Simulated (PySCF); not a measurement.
# GeSiNH5O (SMILES [NH2][GeH]1[O][SiH2]1): MP2/STO-3G

Aim: the vertical ionisation energy of GeSiNH5O at MP2/STO-3G, from 2 runs. The job is set up through a Python script.

The calculation is run with PySCF 2.14.0.

## Step 1: The molecule

GeSiNH5O: 9 atoms, total charge 0, spin state singlet. SMILES: `[NH2][GeH]1[O][SiH2]1`. The coordinates come from a PBE0-D4/def2-TZVP relaxation. This is one conformer, not always the lowest.

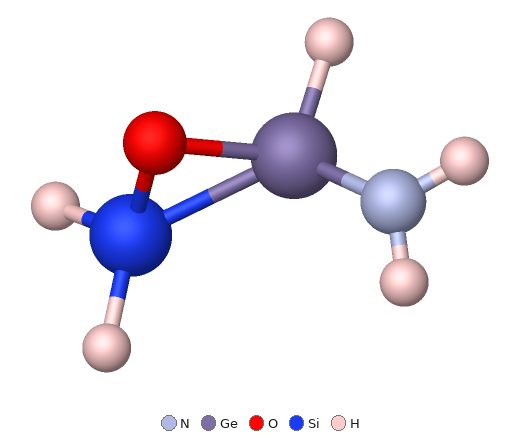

Viewed from a chosen angle; nitrogen light blue, germanium purple, oxygen red, silicon blue, hydrogen pink.

## Step 2: A single-point energy at MP2/STO-3G

run.py reads:

```python
from pyscf import gto, scf, mp

mol = gto.M(
    atom='''
N   -0.611300   1.281200  -1.252800
Ge   0.478300   0.540700  -0.006400
O    0.756700  -1.296900  -0.385700
Si   0.040700  -1.380500   1.096300
H   -0.324400   2.159200  -1.655200
H   -1.606700   1.250700  -1.105300
H    1.833500   1.255000  -0.102900
H   -1.327100  -1.960000   1.162200
H    0.848600  -1.895900   2.232700
''',
    charge=0,
    verbose=3,
    max_memory=1860,
    basis='sto-3g',
)

mf = scf.RHF(mol)
mf.conv_tol = 1e-10
mf.kernel()
if not mf.converged:
    mf = mf.newton().run(mf.mo_coeff, mf.mo_occ)

pt = mp.MP2(mf, frozen=16).run()
e_tot = pt.e_tot
print('Final energy', e_tot)
```

Command:

```
$ OMP_NUM_THREADS=1 python run.py
```

The log of the run:

```text
converged SCF energy = -2467.81580704358
E(RMP2) = -2467.98743294055  E_corr = -0.171625896964924
E(SCS-RMP2) = -2467.99946018235  E_corr = -0.183653138760585
Final energy -2467.9874329405493
```

Run time: 1.3 s. Hardware: 1 thread of Arm Neoverse V1, shared host; peak memory 0.11 GiB.

## Step 3: The doublet cation at the same level

calc.py reads:

```python
from pyscf import gto, scf, mp

system = gto.Mole()
system.atom = [
    ('N', (-0.611300, 1.281200, -1.252800)),
    ('Ge', (0.478300, 0.540700, -0.006400)),
    ('O', (0.756700, -1.296900, -0.385700)),
    ('Si', (0.040700, -1.380500, 1.096300)),
    ('H', (-0.324400, 2.159200, -1.655200)),
    ('H', (-1.606700, 1.250700, -1.105300)),
    ('H', (1.833500, 1.255000, -0.102900)),
    ('H', (-1.327100, -1.960000, 1.162200)),
    ('H', (0.848600, -1.895900, 2.232700)),
]
system.charge = 1
system.spin = 1
system.basis = 'sto-3g'
system.max_memory = 1860
system.verbose = 3
system.build()

mf = scf.UHF(system)
mf.conv_tol = 1e-10
mf.kernel()
if not mf.converged:
    mf = mf.newton().run(mf.mo_coeff, mf.mo_occ)

pt = mp.MP2(mf, frozen=16).run()
e_tot = pt.e_tot
print(f'total energy: {e_tot:.8f} hartree')
```

Command:

```
$ OMP_NUM_THREADS=1 python calc.py
```

The log of the run:

```text
converged SCF energy = -2467.67025277722  <S^2> = 0.78326956  2S+1 = 2.0329974
E(UMP2) = -2467.8247760441  E_corr = -0.154523266883522
E(SCS-UMP2) = -2467.83411421384  E_corr = -0.163861436625424
total energy: -2467.82477604 hartree
```

It took 1.4 s on 1 thread of Arm Neoverse V1, shared host; peak memory 0.12 GiB.

## Step 4: Summary of results

At MP2/STO-3G, 16 core orbitals frozen:

| quantity | value |
| --- | --- |
| singlet GeSiNH5O: total energy | -2467.98743 Eh |
| singlet GeSiNH5O: dipole moment (Hartree–Fock density) | 3.14 D |
| singlet GeSiNH5O: HOMO energy (Hartree–Fock orbitals) | -5.49 eV |
| singlet GeSiNH5O: LUMO energy (Hartree–Fock orbitals) | 7.07 eV |
| singlet GeSiNH5O: HOMO–LUMO gap (Hartree–Fock orbitals) | 12.56 eV |
| singlet GeSiNH5O: correlation energy (16 core orbitals frozen) | -171.6 mEh |
| doublet cation: total energy | -2467.82478 Eh |
| doublet cation: HOMO energy (Hartree–Fock orbitals) (highest over α and β) | -13.85 eV |
| doublet cation: LUMO energy (Hartree–Fock orbitals) (lowest over α and β) | -2.62 eV |
| doublet cation: correlation energy (16 core orbitals frozen) | -154.5 mEh |
| doublet cation: ⟨S²⟩ of the reference determinant | 0.783 |
| vertical ionisation energy (to the doublet cation) | 4.426 eV |

The vertical ionisation energy comes to 4.43 eV (102 kcal/mol). In a minimal basis such a difference can be off by several eV, whatever the method. Mulliken charges (singlet GeSiNH5O) of the mean-field density run from -0.58 on N1 to +0.68 on Si4.
